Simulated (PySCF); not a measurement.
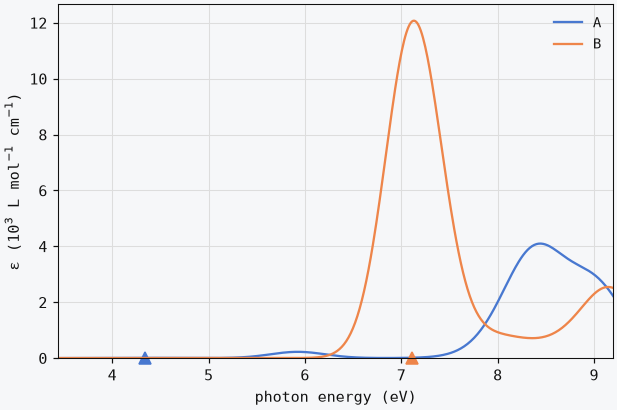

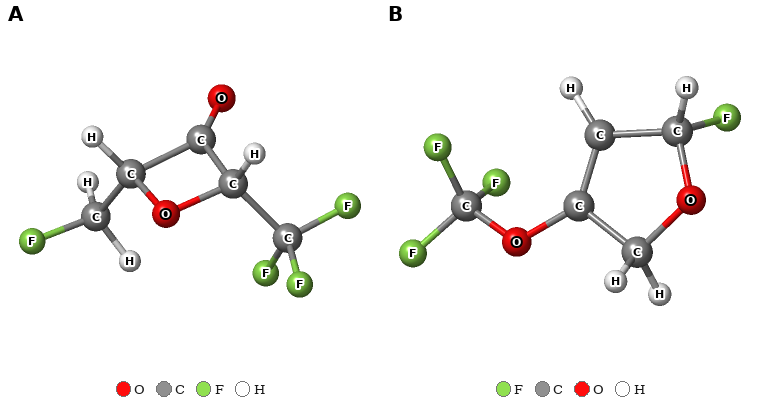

Related molecules: A is C₅H₄F₄O₂, SMILES O=C1[C@H](C(F)(F)F)O[C@@H]1CF; B is C₅H₄F₄O₂, SMILES F[C@H]1C=C(OC(F)(F)F)CO1. Vertical TDDFT absorption, ωB97X-D/def2-SVPD with PySCF, at a PBE0-D3(BJ)/def2-SVP geometry (no frequency check); Gaussians of 1/e half-width 0.40 eV, triangles mark S1, and the range ends where the computed states of one molecule run out.

How does the lowest singlet move?

A: 4.34 eV (f = 0.000, mainly HOMO → LUMO (96 %)); B: 7.12 eV (f = 0.284, mainly HOMO → LUMO (93 %)). From A to B it shifts 2.78 eV to the blue, but one of these states is bright and the other nearly dark, so it isn't one band that moves.

And the brightest state of each within the range drawn?

A: S8 at 8.44 eV, f = 0.06; B: S1 at 7.12 eV, f = 0.28.

Caveats, for all or some of the runs: core orbitals are frozen in the response; one conformer of a flexible molecule.
